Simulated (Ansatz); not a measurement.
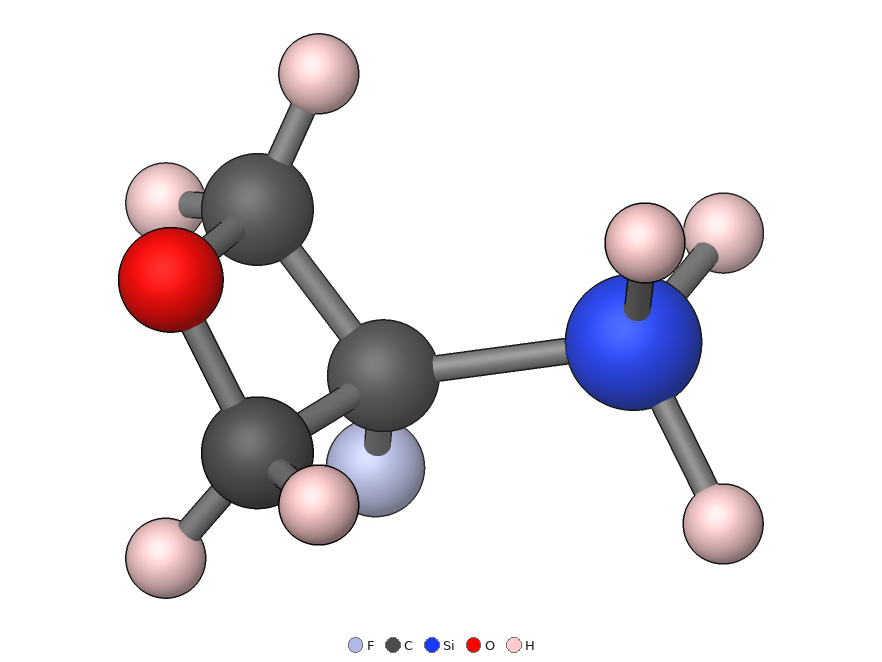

The geometry was computed by an optimisation with PBE-D4/def2-SVP. No frequency run is at hand to confirm it as a minimum.

Draw it as a skeletal formula.

SMILES: FC1([SiH3])COC1

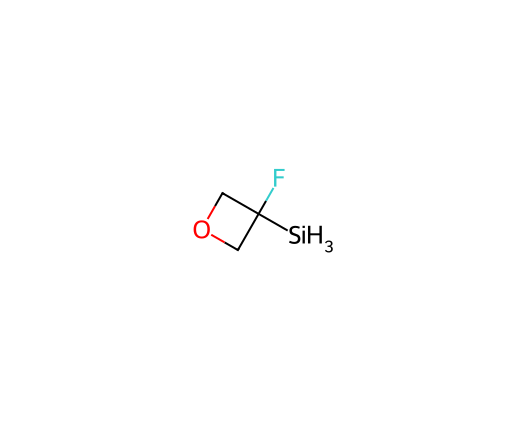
